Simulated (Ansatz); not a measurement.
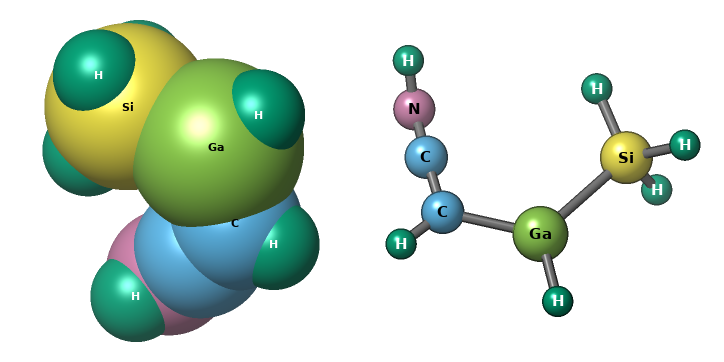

Two views of one molecule.

The geometry was computed by an optimisation with PBE0-D4/def2-TZVP.

> Give the formula.

C₂H₆GaNSi, 11 atoms: 2 carbon, 6 hydrogen, 1 gallium, 1 nitrogen and 1 silicon.

> Give the symmetry (Schoenflies symbol).

C1.

More results for the same structure follow; atom numbers are the same in all pictures, views and colours differ.

### Geometry

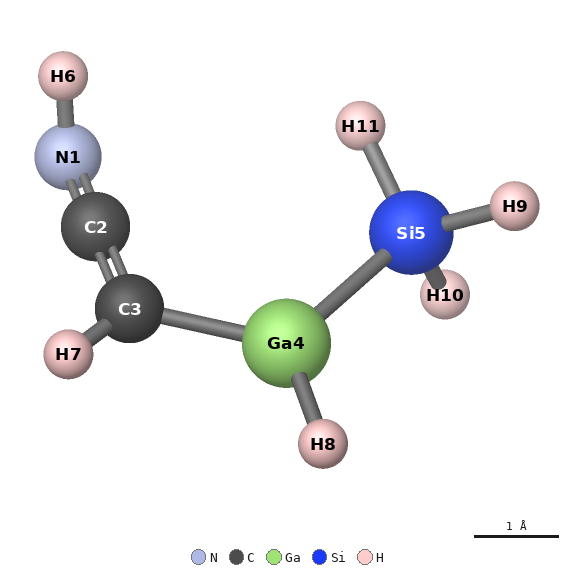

The atoms are numbered.

> Describe the coordination of atom 4.

Ga4 has 3 neighbours (C3 at 1.94, Si5 at 2.41, H8 at 1.57 Å); the arrangement is trigonal planar.

> Describe the coordination of atom 1.

N1 has 2 neighbours (C2 at 1.21, H6 at 1.01 Å); the arrangement is bent.

> How are the neighbours of atom 3 arranged?

C3 has 3 neighbours (C2 at 1.31, Ga4 at 1.94, H7 at 1.08 Å); the arrangement is trigonal planar.

> What is the geometry at C2?

C2 has 2 neighbours (N1 at 1.21, C3 at 1.31 Å); the arrangement is linear.

> What is the dihedral angle C2–C3–Ga4–Si5?

1° in size, that is syn (eclipsed).

### Levels of theory compared

Program: Ansatz 0.2.0.

Compare HOMO energy (eV), dipole (D), HOMO–LUMO gap (eV) at these levels: B3LYP-D4/def2-TZVPP; PBE-D4/def2-TZVPP; r2SCAN-D4/def2-TZVPP; ωB97M-V/def2-TZVPP.

| level | HOMO energy (eV) | dipole (D) | HOMO–LUMO gap (eV) |
| --- | --- | --- | --- |
| B3LYP-D4/def2-TZVPP | −6.96 | 1.50 | 4.92 |
| PBE-D4/def2-TZVPP | −6.08 | 1.51 | 3.52 |
| r2SCAN-D4/def2-TZVPP | −6.29 | 1.51 | 3.91 |
| ωB97M-V/def2-TZVPP | −9.29 | 1.50 | 9.20 |

### Vibrations

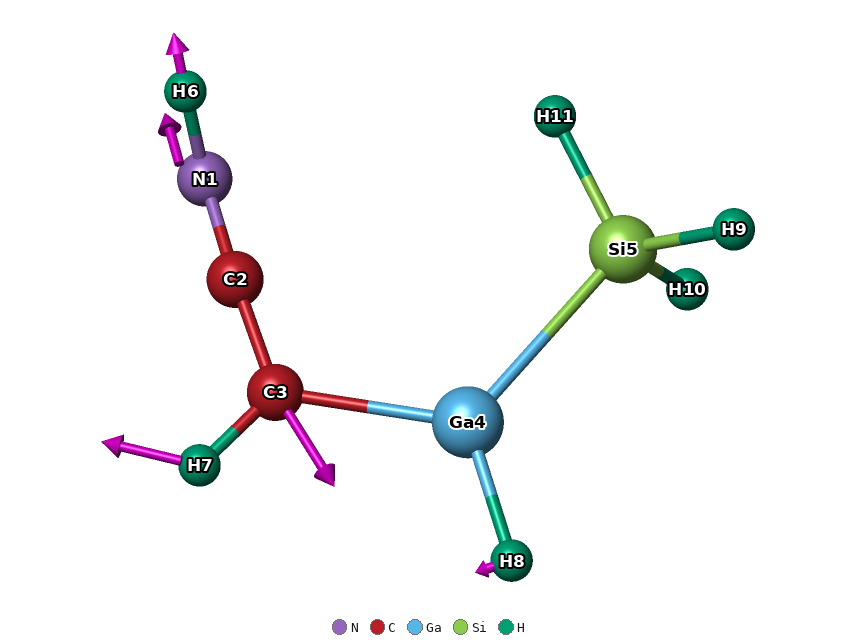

The arrows show one normal mode. Harmonic vibrations computed with RKS PBE0-D4/def2-TZVP (Ansatz 0.2.0) at a stationary point of the same level.

> Estimate its harmonic wavenumber.

1280 cm⁻¹; it is mode 20 of 27 counted from the lowest.

### Charges

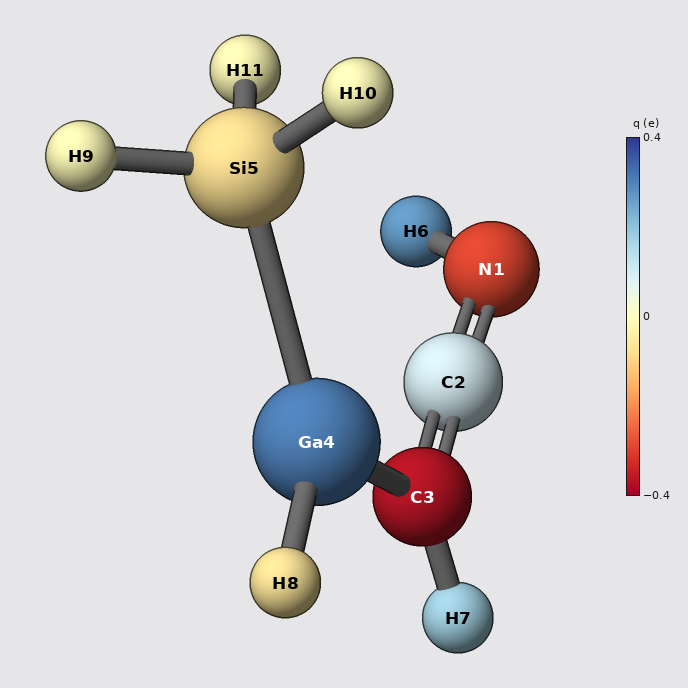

Atoms are coloured by their Mulliken charges. Level of theory: RKS PBE0-D4/def2-TZVP (Ansatz 0.2.0).

> Which atom carries the highest charge (most positive or least negative)?

Ga4 (0.30 e).

> And the lowest?

C3 (−0.36 e).

List the Mulliken charges.

```tsv
atom	value (e)
N1	−0.29
C2	0.09
C3	−0.36
Ga4	0.30
Si5	−0.07
H6	0.26
H7	0.17
H8	−0.06
H9	−0.01
H10	−0.01
H11	−0.01
```

Mulliken values depend strongly on the basis set and can even reverse the polarity of a bond.
